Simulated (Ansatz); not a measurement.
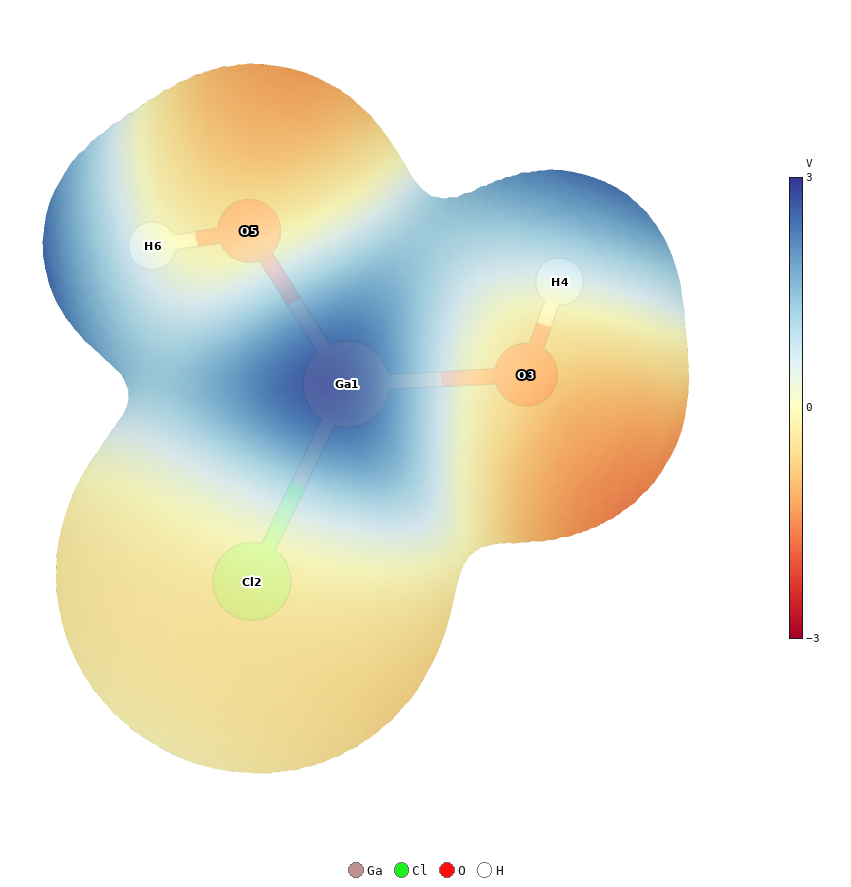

The picture shows: ClGaH2O2. The electrostatic potential painted on the density surface at 0.002 e/bohr³, seen across its widest extent; the colour scale runs from red (negative) to blue (positive).

The calculation used RKS B3LYP-D4/def2-SVP in Ansatz.

```
atom    x (Å)    y (Å)    z (Å)
  Ga   0.0633  -0.2377   0.1003
  Cl  -0.1931   0.1504   2.1924
   O   1.7101  -0.3152  -0.5550
   H   1.7256  -0.4938  -1.5055
   O  -1.3294  -0.4809  -0.9809
   H  -2.1863  -0.4214  -0.5377
```

### Describe the electrostatic potential map.

The most negative region (about −1.6 V, or −37 kcal/mol for a unit charge) lies over O3, the most positive (about +2.6 V, or +60 kcal/mol for a unit charge) over Ga1. O3 is the likeliest acceptor of a hydrogen bond.
